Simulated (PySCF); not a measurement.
Molecule: C4H11B, SMILES BCC(C)C. Atoms near the plane z = 0.0 Å, at the GFN2-xTB optimised geometry (x, y, z in Å): C3 (-0.1, 0.5, 0.0), C4 (1.4, 0.5, 0.0), C5 (-0.7, 1.9, 0.0), H6 (-0.1, -2.4, 0.3), H10 (-0.5, 0.0, -0.9), H11 (1.8, -0.6, 0.0), H12 (1.8, 1.0, -0.9), H13 (1.8, 1.0, 0.9), H14 (-1.8, 1.9, 0.0), H15 (-0.4, 2.4, 0.9), H16 (-0.3, 2.4, -0.9).

Calculation: CAM-B3LYP/def2-TZVP (PySCF). Cells within 0.4 Å of a nucleus heavier than hydrogen are left out (blank, or x). The values are rescaled to run from 0 to 1.

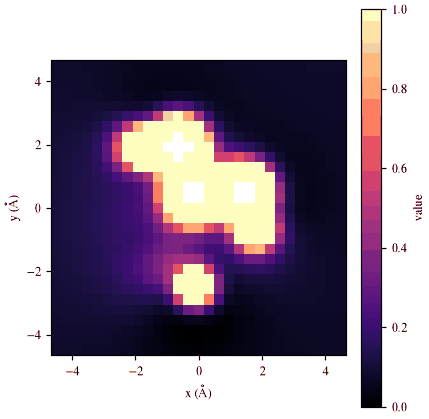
a field on the plane z = 0.0 Å.

Question: Which quantity is mapped?
A. log10 of the electron density
B. electron localisation function
C. electrostatic potential
D. an orbital amplitude

Answer: C, electrostatic potential. In full: electrostatic potential (hartree/e), clipped to [-0.08, 0.12].
